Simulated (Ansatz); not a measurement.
The starting structures come from a database of crystals and need not be the phases stable at ambient conditions.

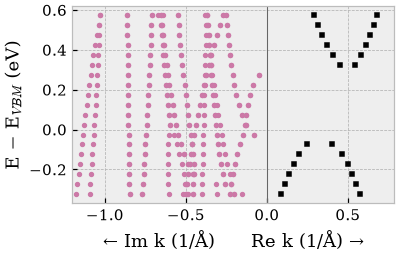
Complex bands at the centre of the two-dimensional zone; r2SCAN run with Ansatz (a quantum-chemistry and plane-wave program)

The gap is the functional's own. No spin-orbit coupling. Mid-gap values are interpolated on the energy grid.

This is SiRu (P2_13, not sure to be the ambient phase, 8 atoms a cell, 13.0 Å³ an atom) along the normal of (110). Read off the slowest decay at the centre of the two-dimensional zone at 0.17 eV, the computed energy nearest the middle of the gap.

κ ≈ 0.10 1/Å, a decay length 1/(2κ) of the density of 4.9 Å.
